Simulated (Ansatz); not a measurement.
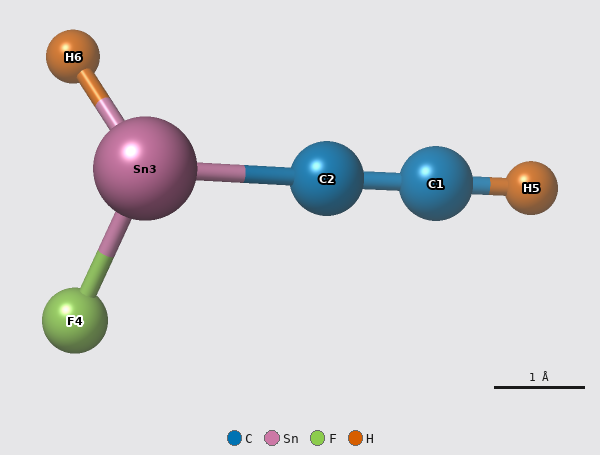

The starting structure (ball-and-stick view, seen on its broad side; atoms are numbered from 1 in the order of the input). Sticks mark near contacts. Bond lengths as drawn: C–C 1.23 Å, C–H 1.08 Å, C–Sn 2.12 Å, F–Sn 1.97 Å and H–Sn 1.76 Å.

**Geometry relaxation of C$_{2}$H$_{2}$FSn**

System: C$_{2}$H$_{2}$FSn, multiplicity 2, SMILES C#[C][SnH][F].
Method: UKS PBE0-D4/def2-TZVP (Ansatz 0.2.0).

The geometry: PBE-D4/def2-SVP start. Figures and captions count atoms from 1; the log counts them from 0 in places.

### Output
```
Functional definition: PBE0
  name "PBE0"
  cite "Adamo & Barone, J. Chem. Phys. 110, 6158 (1999) doi:10.1063/1.478522"
  cite "Perdew, Burke & Ernzerhof, Phys. Rev. Lett. 77, 3865 (1996) doi:10.1103/PhysRevLett.77.3865"
  parent pbe
  parameter a = 0.25
  parameter kappa = 0.804
  parameter beta = 0.06672455060314922
  exchange = (1 - a)*pbe_x(kappa = kappa, mu = beta*pi^2/3) + a*exact_x
  correlation = pbe_c(beta = beta)
1065 factors; their error is unknown
mean field evaluation 1: about -10641.2152 eV, gradient 4.3e1 eV
mean field evaluation 2: about -10615.8576 eV, gradient 8.1e1 eV
mean field evaluation 4: about -10648.9627 eV, gradient 9.6e0 eV
mean field evaluation 8: about -10649.3977 eV, gradient 9.5e-2 eV
mean field evaluation 16: about -10649.4894 eV, gradient 6.5e-4 eV
mean field -10649.48943508 eV, -391.3615182562 hartree, gradient 7.7e-5 eV, S^2 0.754206; 0 other end points of the search recorded, 0 dependent functions left out
the calculation of the forces begins
reference -10649.48946902 eV, -391.3615195033 hartree; 23, 22 occupied and 132, 133 virtual orbitals, 1065 factors
relax step   1: F+E_penalty+E_count = -10649.58791480 eV  Δ(F+E_penalty+E_count) = +0.000e0 eV  max|allowed force component| = 1.573e0 eV/Å  Δτ_max = 0.0000 Å  (38 SCF iters, accepted)
these checks for a lower state are left out or cut short: starts, cluster_reference, orbital_swaps, neighbouring_geometries, increment
1065 factors; their error is unknown
mean field -10649.55501930 eV, -391.3639284317 hartree, gradient 1.5e-5 eV, S^2 0.753395; 0 other end points of the search recorded, 0 dependent functions left out
the calculation of the forces begins
reference -10649.55505342 eV, -391.3639296855 hartree; 23, 22 occupied and 132, 133 virtual orbitals, 1065 factors
relax step   2: F+E_penalty+E_count = -10649.65463314 eV  Δ(F+E_penalty+E_count) = -6.672e-2 eV  max|allowed force component| = 2.230e-1 eV/Å  Δτ_max = 0.0638 Å  (42 SCF iters, accepted)
these checks for a lower state are left out or cut short: starts, cluster_reference, orbital_swaps, neighbouring_geometries, increment
1065 factors; their error is unknown
mean field evaluation 32: about -10649.5577 eV, gradient 1.4e-4 eV
mean field -10649.55771299 eV, -391.3640274231 hartree, gradient 2.2e-5 eV, S^2 0.753475; 0 other end points of the search recorded, 0 dependent functions left out
the calculation of the forces begins
reference -10649.55774711 eV, -391.3640286770 hartree; 23, 22 occupied and 132, 133 virtual orbitals, 1065 factors
relax step   3: F+E_penalty+E_count = -10649.65725401 eV  Δ(F+E_penalty+E_count) = -2.621e-3 eV  max|allowed force component| = 3.393e-2 eV/Å  Δτ_max = 0.0154 Å  (41 SCF iters, accepted)
these checks for a lower state are left out or cut short: starts, cluster_reference, orbital_swaps, neighbouring_geometries, increment
1065 factors; their error is unknown
mean field -10649.55776518 eV, -391.3640293409 hartree, gradient 2.1e-5 eV, S^2 0.753488; 0 other end points of the search recorded, 0 dependent functions left out
the calculation of the forces begins
reference -10649.55779927 eV, -391.3640305937 hartree; 23, 22 occupied and 132, 133 virtual orbitals, 1065 factors
relax step   4: F+E_penalty+E_count = -10649.65731748 eV  Δ(F+E_penalty+E_count) = -6.347e-5 eV  max|allowed force component| = 1.451e-2 eV/Å  Δτ_max = 0.0044 Å  (41 SCF iters, accepted)
these checks for a lower state are left out or cut short: starts, cluster_reference, orbital_swaps, neighbouring_geometries, increment
1065 factors; their error is unknown
mean field -10649.55779285 eV, -391.3640303578 hartree, gradient 2.1e-5 eV, S^2 0.753481; 0 other end points of the search recorded, 0 dependent functions left out
the calculation of the forces begins
reference -10649.55782695 eV, -391.3640316108 hartree; 23, 22 occupied and 132, 133 virtual orbitals, 1065 factors
relax step   5: F+E_penalty+E_count = -10649.65733860 eV  Δ(F+E_penalty+E_count) = -2.112e-5 eV  max|allowed force component| = 1.353e-2 eV/Å  Δτ_max = 0.0006 Å  (42 SCF iters, accepted)
these checks for a lower state are left out or cut short: starts, cluster_reference, orbital_swaps, neighbouring_geometries, increment
1065 factors; their error is unknown
mean field -10649.55784406 eV, -391.3640322395 hartree, gradient 2.1e-5 eV, S^2 0.753460; 0 other end points of the search recorded, 0 dependent functions left out
the calculation of the forces begins
reference -10649.55787815 eV, -391.3640334926 hartree; 23, 22 occupied and 132, 133 virtual orbitals, 1065 factors
relax step   6: F+E_penalty+E_count = -10649.65738687 eV  Δ(F+E_penalty+E_count) = -4.827e-5 eV  max|allowed force component| = 1.522e-3 eV/Å  Δτ_max = 0.0040 Å  (41 SCF iters, accepted)
1065 factors; their error is unknown
mean field evaluation 64: about -10649.4655 eV, gradient 6.9e-1 eV
```

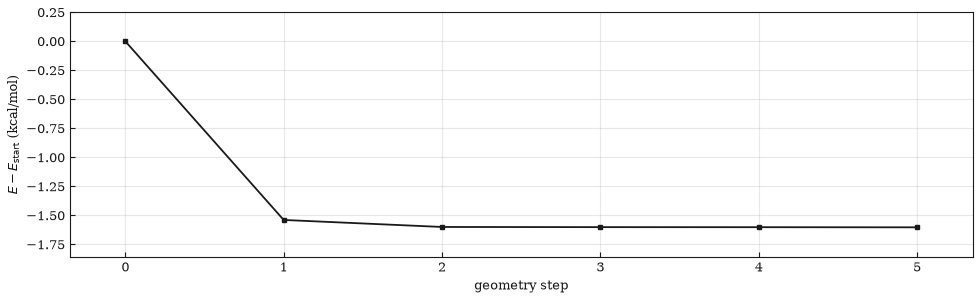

Progress of the relaxation, step by step (the first geometry is step 0 here and step 1 in the log).

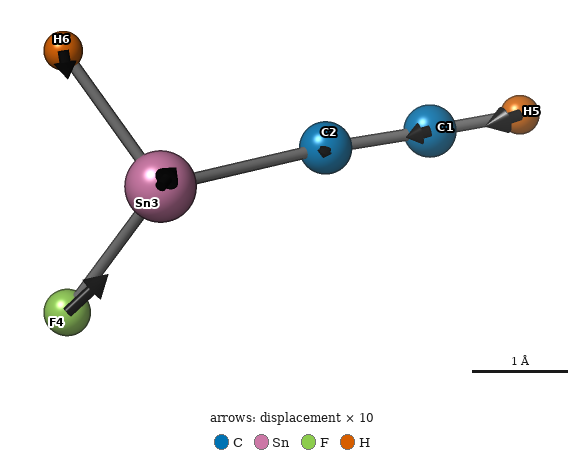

The starting structure with the displacements as black arrows, magnified 10 times (ball-and-stick view, seen at a tilt). The two geometries are laid on each other by the best rigid fit. After 5 geometry steps the energy has fallen by 1.60 kcal/mol. Largest force component: 1.6 eV/Å at the start, 0.0015 eV/Å at the end. F4 moves most after the best rigid fit: 0.060 Å. Largest moves by element: F 0.060 Å, H 0.043 Å, Sn 0.036 Å, C 0.027 Å. Distances before and after: Sn3–F4 1.971 → 1.927 Å, Sn3–H6 1.759 → 1.726 Å, C2–Sn3 2.116 → 2.082 Å, C1–C2 1.232 → 1.209 Å. Among the angles that change: C2–Sn3–H6 109.0° → 111.2°. (Atoms are counted from 1 in the order of the input.)

```
mean field -10649.55784406 eV, -391.3640322395 hartree, gradient 4.6e-5 eV, S^2 0.753460; 1 other end points of the search recorded, 0 dependent functions left out
the calculation of the forces begins
reference -10649.55787815 eV, -391.3640334925 hartree; 23, 22 occupied and 132, 133 virtual orbitals, 1065 factors
Total energy: -10649.65742097 eV, -391.3676916234 hartree
Atom 0 at    -0.085585     0.922765    -1.648026 Å, force     0.001400    -0.001522     0.000056 eV/Å
Atom 1 at     0.085718     0.323798    -0.612451 Å, force    -0.001391     0.000518     0.001036 eV/Å
Atom 2 at     0.628740    -0.738432     1.094209 Å, force     0.001183    -0.000588     0.000817 eV/Å
Atom 3 at    -0.628229    -2.198102     1.151244 Å, force    -0.000159     0.000537    -0.000414 eV/Å
Atom 4 at    -0.266314     1.453558    -2.555375 Å, force    -0.000696     0.000946    -0.000322 eV/Å
Atom 5 at     0.307871     0.172312     2.524300 Å, force    -0.000337     0.000109    -0.001172 eV/Å
Dipole moment:     0.404680     0.409674    -0.063478 e Å
```

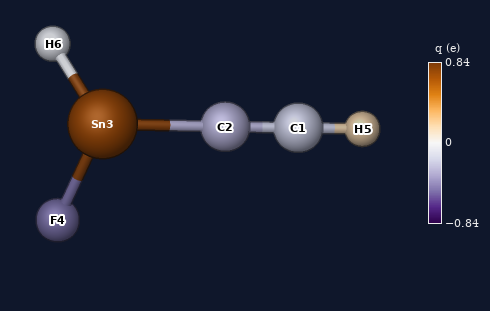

Mulliken charges, as the colour of each atom (ball-and-stick view, seen on its broad side; atoms are numbered from 1 in the order of the input). By element: C −0.30 to −0.19, Sn +0.80, F −0.48 and H −0.02 to +0.19 e.

The run was set up as follows.

### The input
```yaml
crystal:
  periodic: [false, false, false]
  atoms:
    - {symbol: C, position_ang: [-0.083669, 0.938822, -1.669926]}
    - {symbol: C, position_ang: [0.089444, 0.334524, -0.609805]}
    - {symbol: Sn, position_ang: [0.648231, -0.765331, 1.108866]}
    - {symbol: F, position_ang: [-0.645480, -2.251042, 1.173289]}
    - {symbol: H, position_ang: [-0.273192, 1.480057, -2.588916]}
    - {symbol: H, position_ang: [0.306866, 0.198870, 2.540393]}
basis:
  gaussian: {orbitals: def2-TZVP}
magnetization: {spin_polarized: true, initial_magnetization: 1}
hamiltonian: {xc: pbe0, dispersion: d4}
relax: {f_tol: 0.005, max_steps: 150}
```

### Results in brief

```tsv
quantity	value
outcome	converged
total energy	−10649.6574 eV
mean-field energy	−10649.5579 eV
dispersion energy	−0.0995 eV
⟨S²⟩	0.753
SCF solution under orbital rotations	stable
largest force (length of the vector) at the end	0.002 eV/Å
dipole moment	2.78 D
hardware	4 CPU threads, shared host
wall time	14 s (CPU time 49 s)
peak memory	0.43 GiB
```
